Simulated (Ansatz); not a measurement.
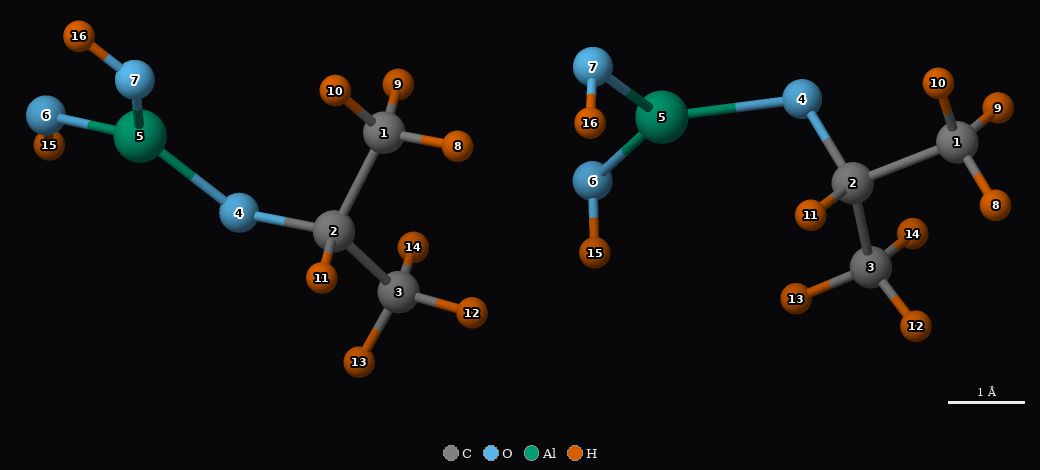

Two geometries of C₃H₉AlO₃ (coarse preliminary run), drawn at one scale. One is the start of a relaxation, the other its converged end. The picture is a ball-and-stick view, seen from a free direction.

Method: RKS PBE-D4/def2-SVP in Ansatz 0.2.0. Set-up: force threshold 0.03 eV/Å; at most 200 steps.

Q: Which geometry has the lower energy?

A: The left one is the relaxed one. The start comes from a force field. The energy falls by 135.1 kJ/mol in 28 accepted moves (29 points after the start). Largest force component: 2.6 eV/Å at the start, 0.019 eV/Å at the end. The line search rejected the trial step at point 5 of the run. The forces were under the threshold at step 22, but the run went on from there. The largest moves after the best rigid fit, 1.62 Å, are those of O4 and H15. Largest moves by element: H 1.62 Å, O 1.61 Å, C 0.73 Å, Al 0.38 Å. Among the contacts that change: O4–Al5 1.881 → 1.710 Å, Al5–O6 1.836 → 1.713 Å, Al5–O7 1.834 → 1.714 Å, C1–H9 1.057 → 1.111 Å. Among the angles between lasting bonds that change: C2–O4–Al5 108.8° → 132.9°, Al5–O6–H15 102.4° → 120.6°, Al5–O7–H16 105.2° → 121.1°. Groups turn about C2–O4 by about 105°, O4–Al5 by about 100°, Al5–O6 by about 90°.
